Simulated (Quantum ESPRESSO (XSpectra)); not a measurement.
The core hole at the O K edge of BaTiO3 (P4mm)

```
BaTiO3
1.0
    3.99038     0.00000     0.00000
    0.00000     3.99038     0.00000
    0.00000     0.00000     4.10266
Ba Ti O
1 1 3
Direct
  0.50000   0.50000   0.58254
  0.00000   0.00000   0.10004
  0.00000   0.50000   0.06422
  0.50000   0.00000   0.06422
  0.00000   0.00000   0.54897
```

Geometry: Materials Project entry mp-5986 (a computed structure). No spin-polarised start was tried. The cell is the entry's, not relaxed again.

Absorber: atom 3, O on Wyckoff site c (site symmetry 2mm.), with 2 Ti at 2.00 Å.

Model: LDA, no, half or full core hole, dipole K-edge X-ray absorption, plane waves, Troullier-Martins potentials made with ld1.x and PseudoDojo potentials for the other elements (Perdew-Zunger form enforced), scalar-relativistic, no spin, constant broadening; program: Quantum ESPRESSO (XSpectra).

Full-hole run: 40-atom cell (absorber images 8.0 Å apart), 70 Ry, k meshes 2×2×2 (SCF) and 3×3×3 (spectrum), Lorentzian half width 0.5 eV. The ground-state test found a gap, so occupations are fixed and the excited electron is left out (charged cell on a uniform background); energies count from the highest occupied level. Field directions run: x; y; z, weighted by the site's symmetry in the crystal. Intensities are scaled to a mean of 1 over 0–35 eV.

The half-hole run shares these settings; the run without a hole takes the primitive cell with a 5×5×5 mesh.

```tsv
core hole	mean 0–10 eV	mean 10–20 eV	mean 20–30 eV	highest value below 30 eV
none (primitive cell)	1.10	1.18	0.67	1.9
half	1.07	1.13	0.68	2.0
full	1.03	1.07	0.72	1.9
```

From no hole to a full hole the mean over the first 10 eV goes from 1.10 through 1.07 to 1.03. The cell size was not varied. Each run counts from its own energy zero.

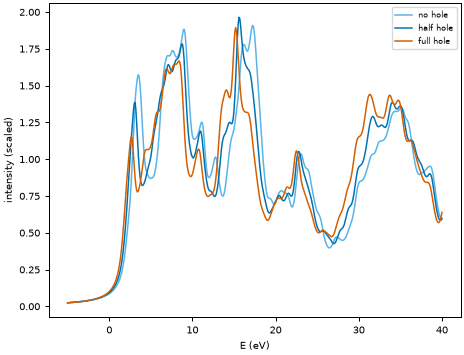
Figure. The three spectra
